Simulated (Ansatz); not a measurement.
## Electronic structure of BrCl in real space

The calculation's input:

```
crystal:
  periodic: [false, false, false]
  atoms:
    - {symbol: Cl, position_ang: [-0.000000, -0.000000, 0.001579]}
    - {symbol: Br, position_ang: [0.000000, 0.000000, 2.134486]}
basis:
  gaussian: {orbitals: def2-TZVPP}
hamiltonian: {xc: pbe0, dispersion: d4}
output: {orbitals: {seedname: orbitals}}
```

Run with:

```sh
ansatz run in.yaml --threads 2 --pin off --events-out ev --progress --plain --max-ram 32768MiB --backend cpu
```

Geometry: PBE0-D4/def2-TZVP.

Computed with RKS PBE0-D4/def2-TZVPP in Ansatz.

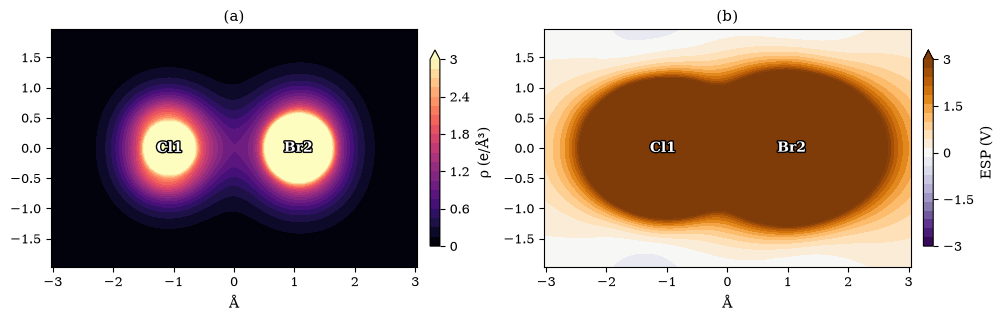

Figure 1. (a) total electron density; (b) electrostatic potential on a plane that holds the molecular axis.

> Describe what can be read from this map.

The plane passes through Cl and Br nuclei.
Br–Cl (2.13 Å): ρ at the midpoint is about 0.9 e/Å³.
The potential has no marked negative region in this plane.

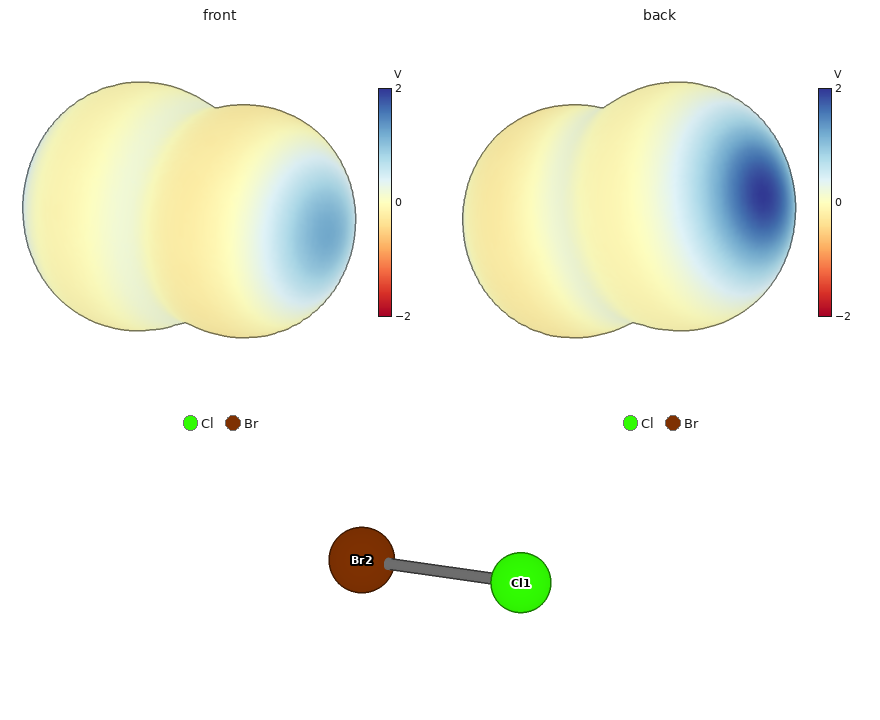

Figure 2. The electrostatic potential painted on the density surface at 0.002 e/bohr³, seen from the front and from behind; red is negative and blue positive. The bare structure is drawn below in the same view.

> Describe the electrostatic potential map.

The most negative region (about −0.2 V) lies over Cl1, the most positive (about +1.9 V) over Br2. Cl1 shows a σ-hole: about +1.2 V at the tip opposite its bond, against about −0.2 V on its flanks. Br2 shows a σ-hole: about +1.9 V at the tip opposite its bond, against about −0.1 V on its flanks.

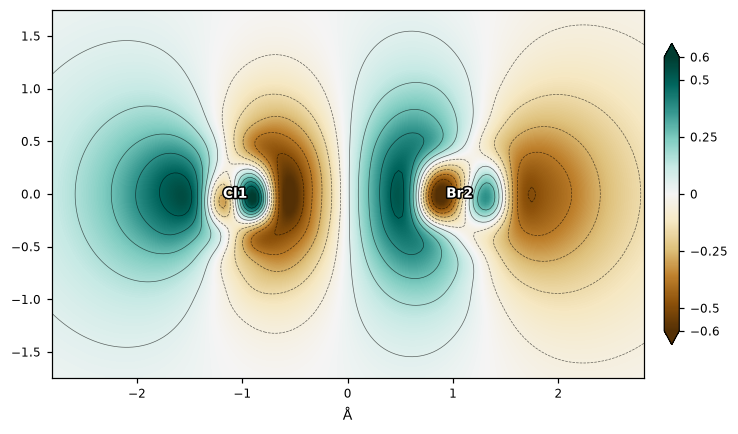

Figure 3. The LUMO on a plane that holds the molecular axis (values in Å⁻³ᐟ²; the overall sign is arbitrary).

> What is the character of this orbital?

Its weight (Hirshfeld) is mainly on Br2 (about 55 %) and Cl1 (about 45 %); it is of σ type. Its energy is −3.31 eV.
